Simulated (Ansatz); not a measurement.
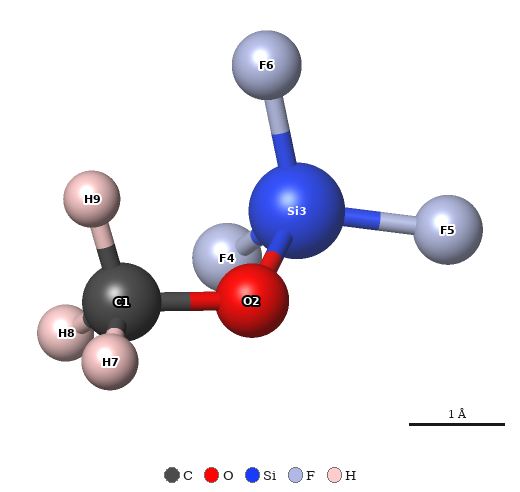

*The structure as given in the input (ball-and-stick view, seen at a tilt; atoms are numbered from 1 in the order of the input).*

Bond lengths as drawn: C–H 1.05 to 1.17 Å, C–O 1.43 Å, F–Si 1.51 to 1.62 Å and O–Si 1.68 Å.

# Run report: CH3F3OSi, geometry relaxation

System: CH3F3OSi.
Method: RKS PBE-D4/def2-SVP (Ansatz 0.2.0).

The geometry: force-field start. Figures and captions count atoms from 1; the log counts them from 0 in places.

Input:
```yaml
crystal:
  periodic: [false, false, false]
  atoms:
    - {symbol: C, position_ang: [0.227400, -1.136200, 0.777200]}
    - {symbol: O, position_ang: [0.836800, -0.177300, -0.088000]}
    - {symbol: Si, position_ang: [-0.102500, 1.035100, -0.782900]}
    - {symbol: F, position_ang: [-1.154800, 0.378600, -1.652200]}
    - {symbol: F, position_ang: [0.864200, 1.943400, -1.706200]}
    - {symbol: F, position_ang: [-0.721300, 1.923800, 0.400700]}
    - {symbol: H, position_ang: [0.944600, -1.812200, 1.129400]}
    - {symbol: H, position_ang: [-0.560400, -1.630500, 0.222800]}
    - {symbol: H, position_ang: [-0.245500, -0.571000, 1.682200]}
basis:
  gaussian: {orbitals: def2-SVP}
hamiltonian: {xc: pbe, dispersion: d4}
relax: {f_tol: 0.03, max_steps: 200}
```

Launched with:
```bash
ansatz run in.yaml --threads 4 --pin off --events-out ev --progress --plain --max-ram 10444MiB
```

The program's output:
```
Functional definition: PBE
  name "PBE"
  cite "Perdew, Burke & Ernzerhof, Phys. Rev. Lett. 77, 3865 (1996) doi:10.1103/PhysRevLett.77.3865"
  parent pbe
  parameter kappa = 0.804
  parameter beta = 0.06672455060314922
  exchange = pbe_x(kappa = kappa, mu = beta*pi^2/3)
  correlation = pbe_c(beta = beta)
1115 factors; their error is unknown
mean field evaluation 1: about -19131.2768 eV, gradient 6.9e1 eV
mean field evaluation 2: about -19111.7278 eV, gradient 1.3e2 eV
mean field evaluation 4: about -19139.8981 eV, gradient 6.5e0 eV
mean field evaluation 8: about -19139.9624 eV, gradient 1.1e-1 eV
mean field evaluation 16: about -19139.8899 eV, gradient 2.2e-4 eV
mean field -19139.88991346 eV, -703.3779808364 hartree, gradient 5.2e-5 eV, S^2 0.000000; 0 other end points of the search recorded, 0 dependent functions left out
the calculation of the forces begins
reference -19139.88994370 eV, -703.3779819478 hartree; 29, 29 occupied and 74, 74 virtual orbitals, 1115 factors
relax step   1: F+E_penalty+E_count = -19140.06781152 eV  Δ(F+E_penalty+E_count) = +0.000e0 eV  max|allowed force component| = 4.697e0 eV/Å  Δτ_max = 0.0000 Å  (28 SCF iters, accepted)
these checks for a lower state are left out or cut short: starts, cluster_reference, orbital_swaps, neighbouring_geometries, increment
1115 factors; their error is unknown
mean field -19140.21182444 eV, -703.3898108465 hartree, gradient 8.6e-6 eV, S^2 0.000000; 0 other end points of the search recorded, 0 dependent functions left out
the calculation of the forces begins
reference -19140.21185490 eV, -703.3898119660 hartree; 29, 29 occupied and 74, 74 virtual orbitals, 1115 factors
relax step   2: F+E_penalty+E_count = -19140.38877850 eV  Δ(F+E_penalty+E_count) = -3.210e-1 eV  max|allowed force component| = 2.718e0 eV/Å  Δτ_max = 0.0637 Å  (29 SCF iters, accepted)
these checks for a lower state are left out or cut short: starts, cluster_reference, orbital_swaps, neighbouring_geometries, increment
1115 factors; their error is unknown
mean field evaluation 32: about -19140.3172 eV, gradient 2.1e-5 eV
mean field -19140.31721863 eV, -703.3936840117 hartree, gradient 2.1e-5 eV, S^2 0.000000; 0 other end points of the search recorded, 0 dependent functions left out
the calculation of the forces begins
reference -19140.31724949 eV, -703.3936851458 hartree; 29, 29 occupied and 74, 74 virtual orbitals, 1115 factors
relax step   3: F+E_penalty+E_count = -19140.49231002 eV  Δ(F+E_penalty+E_count) = -1.035e-1 eV  max|allowed force component| = 6.672e-1 eV/Å  Δτ_max = 0.1183 Å  (28 SCF iters, accepted)
these checks for a lower state are left out or cut short: starts, cluster_reference, orbital_swaps, neighbouring_geometries, increment
1115 factors; their error is unknown
mean field -19140.33695190 eV, -703.3944091959 hartree, gradient 9.0e-6 eV, S^2 0.000000; 0 other end points of the search recorded, 0 dependent functions left out
the calculation of the forces begins
reference -19140.33698289 eV, -703.3944103347 hartree; 29, 29 occupied and 74, 74 virtual orbitals, 1115 factors
relax step   4: F+E_penalty+E_count = -19140.51130935 eV  Δ(F+E_penalty+E_count) = -1.900e-2 eV  max|allowed force component| = 1.174e-1 eV/Å  Δτ_max = 0.0462 Å  (30 SCF iters, accepted)
these checks for a lower state are left out or cut short: starts, cluster_reference, orbital_swaps, neighbouring_geometries, increment
1115 factors; their error is unknown
mean field -19140.33918653 eV, -703.3944913172 hartree, gradient 8.6e-6 eV, S^2 0.000000; 0 other end points of the search recorded, 0 dependent functions left out
the calculation of the forces begins
reference -19140.33921747 eV, -703.3944924540 hartree; 29, 29 occupied and 74, 74 virtual orbitals, 1115 factors
relax step   5: F+E_penalty+E_count = -19140.51394478 eV  Δ(F+E_penalty+E_count) = -2.635e-3 eV  max|allowed force component| = 4.824e-2 eV/Å  Δτ_max = 0.0226 Å  (29 SCF iters, accepted)
these checks for a lower state are left out or cut short: starts, cluster_reference, orbital_swaps, neighbouring_geometries, increment
1115 factors; their error is unknown
mean field -19140.33928138 eV, -703.3944948027 hartree, gradient 8.2e-6 eV, S^2 0.000000; 0 other end points of the search recorded, 0 dependent functions left out
the calculation of the forces begins
reference -19140.33931229 eV, -703.3944959386 hartree; 29, 29 occupied and 74, 74 virtual orbitals, 1115 factors
relax step   6: F+E_penalty+E_count = -19140.51415936 eV  Δ(F+E_penalty+E_count) = -2.146e-4 eV  max|allowed force component| = 2.249e-2 eV/Å  Δτ_max = 0.0073 Å  (30 SCF iters, accepted)
1115 factors; their error is unknown
mean field evaluation 64: about -19140.3393 eV, gradient 3.2e-2 eV
```

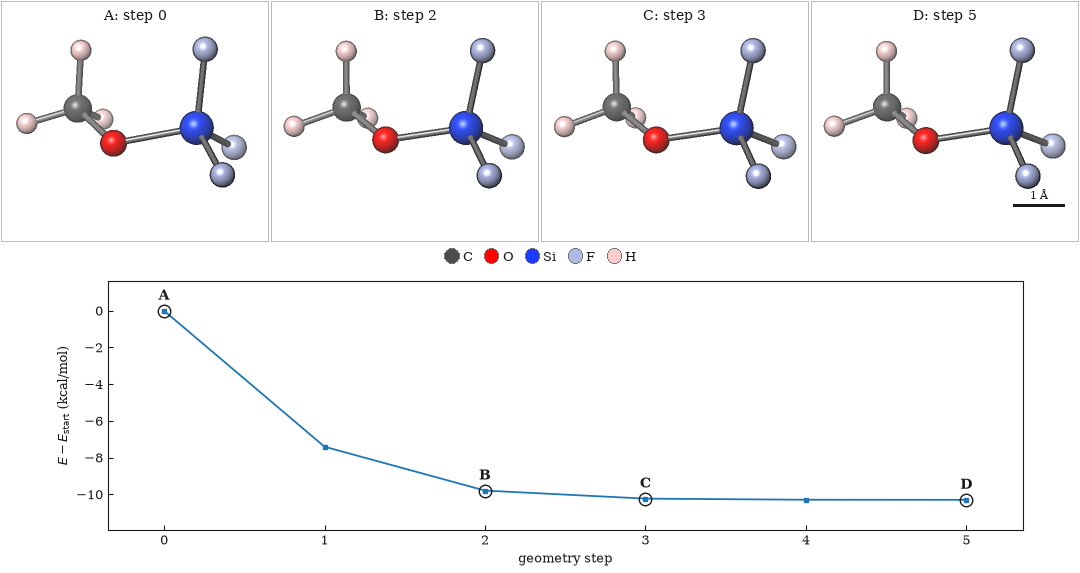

*Frames of the relaxation (ball-and-stick view, seen at a tilt) above the curves, on which the letters mark them (the first geometry is step 0 here and step 1 in the log).*

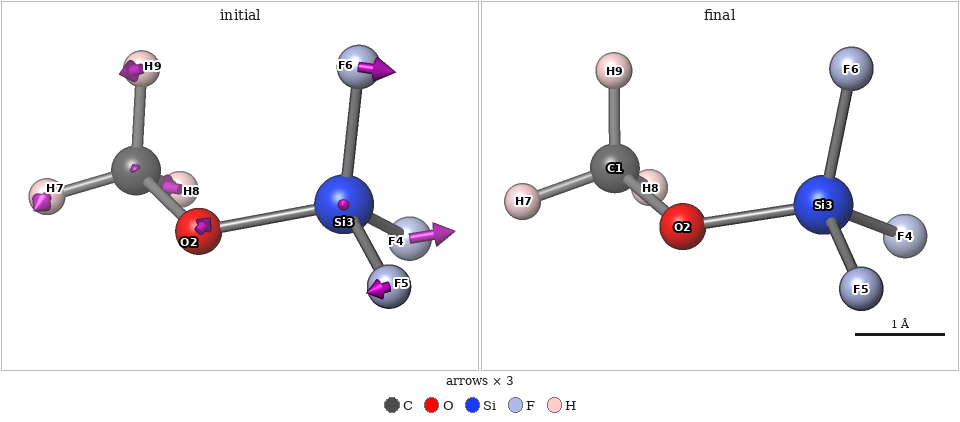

*Before (left) and after (right) the relaxation, at one scale (ball-and-stick view, seen at a tilt). The pink arrows give the displacements, magnified 3 times.*

Over 5 geometry steps the energy falls by 10.3 kcal/mol. The largest force component goes from 4.7 to 0.022 eV/Å. The atom that moves furthest after the best rigid fit is F4 (0.18 Å). By element the largest moves are F 0.18 Å, H 0.15 Å, O 0.08 Å, Si 0.03 Å, C 0.03 Å. Among the contacts that change: Si3–F4 1.515 → 1.614 Å, C1–H7 1.047 → 1.107 Å, C1–H9 1.167 → 1.112 Å, O2–Si3 1.684 → 1.632 Å. Among the angles that change: F4–Si3–F6 113.3° → 106.7°, C1–O2–Si3 119.7° → 125.6°, O2–Si3–F4 108.2° → 112.1°. (Atoms are counted from 1 in the order of the input.)

```
mean field -19140.33928138 eV, -703.3944948027 hartree, gradient 8.2e-6 eV, S^2 0.000000; 1 other end points of the search recorded, 0 dependent functions left out
the calculation of the forces begins
reference -19140.33931229 eV, -703.3944959386 hartree; 29, 29 occupied and 74, 74 virtual orbitals, 1115 factors
Total energy: -19140.51419027 eV, -703.4009225859 hartree
Atom 0 at     0.220259    -1.138680     0.804422 Å, force    -0.007561     0.000584     0.004546 eV/Å
Atom 1 at     0.761637    -0.158818    -0.075255 Å, force     0.010621     0.007782    -0.007260 eV/Å
Atom 2 at    -0.076800     1.050855    -0.780867 Å, force     0.014811    -0.022491     0.011114 eV/Å
Atom 3 at    -1.259088     0.498489    -1.730441 Å, force    -0.006859     0.003798    -0.003768 eV/Å
Atom 4 at     0.947712     1.908487    -1.671521 Å, force    -0.003208     0.008750    -0.006139 eV/Å
Atom 5 at    -0.768878     2.024553     0.304373 Å, force    -0.005202     0.004555     0.000387 eV/Å
Atom 6 at     1.045195    -1.806128     1.121502 Å, force    -0.006362     0.000725     0.000927 eV/Å
Atom 7 at    -0.557167    -1.753037     0.300743 Å, force     0.001580    -0.000874    -0.000287 eV/Å
Atom 8 at    -0.224370    -0.672023     1.710043 Å, force     0.002180    -0.002828     0.000481 eV/Å
Dipole moment:    -0.039249    -0.383344     0.300649 e Å
```

Trajectory as extended XYZ (Å, eV, eV/Å), 6 frames, from step=1 to step=6:
```
9
Properties=species:S:1:pos:R:3:forces:R:3 step=1 energy=-19140.06781
C     0.2274   -1.1362    0.7772   -1.7504   3.2091   0.4695
O     0.8368   -0.1773   -0.0880   -0.1893   0.9150  -0.5155
Si   -0.1025    1.0351   -0.7829    4.6969   0.4432   2.7732
F    -1.1548    0.3786   -1.6522   -3.4404  -1.5661  -2.5148
F     0.8642    1.9434   -1.7062   -0.2924  -0.0909   0.2455
F    -0.7213    1.9238    0.4007   -0.4009   0.2989  -0.0275
H     0.9446   -1.8122    1.1294    1.6048  -1.4789   0.6793
H    -0.5604   -1.6305    0.2228   -0.7313  -0.7838  -0.1780
H    -0.2455   -0.5710    1.6822    0.5031  -0.9465  -0.9317
9
Properties=species:S:1:pos:R:3:forces:R:3 step=2 energy=-19140.38878
C     0.2160   -1.1197    0.7815   -0.4714   0.8915   0.2573
O     0.8283   -0.1661   -0.0914   -0.4048   0.5005  -0.2001
Si   -0.0884    1.0402   -0.7837    2.7181   0.0602   1.5182
F    -1.1863    0.4042   -1.6826   -1.8876  -0.7003  -1.2882
F     0.8816    1.9462   -1.6979   -0.1661  -0.0599   0.1243
F    -0.7210    1.9548    0.3781   -0.3105   0.1580  -0.0614
H     0.9858   -1.8048    1.1360    0.3979  -0.4132   0.1174
H    -0.5802   -1.6795    0.2584   -0.1049  -0.2348  -0.0653
H    -0.2473   -0.6218    1.6846    0.2293  -0.2019  -0.4022
9
Properties=species:S:1:pos:R:3:forces:R:3 step=3 energy=-19140.49231
C     0.2265   -1.1467    0.8061   -0.4764   0.2238   0.2612
O     0.7503   -0.1656   -0.0633    0.3431   0.3056  -0.2669
Si   -0.0795    1.0443   -0.7746    0.6193   0.2767   0.2180
F    -1.2281    0.4964   -1.7311   -0.6672  -0.3159  -0.4239
F     0.9203    1.9183   -1.6798    0.1100  -0.0559   0.0688
F    -0.7642    2.0303    0.2979   -0.1001   0.0423   0.1422
H     1.0389   -1.8200    1.1199    0.1709  -0.1222   0.0304
H    -0.5604   -1.7361    0.2930   -0.0590  -0.1530   0.0693
H    -0.2152   -0.6672    1.7149    0.0594  -0.2014  -0.0990
9
Properties=species:S:1:pos:R:3:forces:R:3 step=4 energy=-19140.51131
C     0.2185   -1.1449    0.8100   -0.0375   0.0138   0.0509
O     0.7436   -0.1582   -0.0700    0.0175   0.0006  -0.0224
Si   -0.0785    1.0552   -0.7849    0.0704   0.0939   0.0177
F    -1.2506    0.5152   -1.7481   -0.1174  -0.0608  -0.0493
F     0.9448    1.9160   -1.6768    0.0278  -0.0549   0.0460
F    -0.7659    2.0402    0.2926   -0.0277  -0.0085   0.0216
H     1.0510   -1.8041    1.1131    0.0858  -0.0569   0.0374
H    -0.5555   -1.7733    0.3199   -0.0259   0.0420  -0.0583
H    -0.2189   -0.6925    1.7272    0.0069   0.0309  -0.0435
9
Properties=species:S:1:pos:R:3:forces:R:3 step=5 energy=-19140.51394
C     0.2203   -1.1400    0.8057   -0.0172  -0.0060   0.0022
O     0.7562   -0.1579   -0.0745    0.0185  -0.0055   0.0071
Si   -0.0781    1.0530   -0.7820    0.0159  -0.0482   0.0275
F    -1.2580    0.5025   -1.7344   -0.0312  -0.0040  -0.0145
F     0.9482    1.9079   -1.6715    0.0255   0.0264  -0.0240
F    -0.7685    2.0291    0.3010   -0.0205   0.0174   0.0162
H     1.0473   -1.8059    1.1203    0.0052   0.0014  -0.0043
H    -0.5563   -1.7575    0.3038    0.0042   0.0117   0.0016
H    -0.2225   -0.6775    1.7145   -0.0004   0.0069  -0.0119
9
Properties=species:S:1:pos:R:3:forces:R:3 step=6 energy=-19140.51416
C     0.2203   -1.1387    0.8044   -0.0076   0.0006   0.0045
O     0.7616   -0.1588   -0.0753    0.0106   0.0078  -0.0073
Si   -0.0768    1.0509   -0.7809    0.0148  -0.0225   0.0111
F    -1.2591    0.4985   -1.7304   -0.0069   0.0038  -0.0038
F     0.9477    1.9085   -1.6715   -0.0032   0.0088  -0.0061
F    -0.7689    2.0246    0.3044   -0.0052   0.0046   0.0004
H     1.0452   -1.8061    1.1215   -0.0064   0.0007   0.0009
H    -0.5572   -1.7530    0.3007    0.0016  -0.0009  -0.0003
H    -0.2244   -0.6720    1.7100    0.0022  -0.0028   0.0005
```

Key numbers:

```tsv
quantity	value
outcome	converged
total energy	−19140.5142 eV
mean-field energy	−19140.3393 eV
dispersion energy	−0.1749 eV
SCF solution under orbital rotations	stable
largest force (length of the vector) at the end	0.029 eV/Å
dipole moment	2.35 D
hardware	4 threads of Intel Xeon @ 2.80GHz, 23 GiB of memory available, shared host
wall time	13 s (CPU time 33 s)
peak memory	0.17 GiB
```
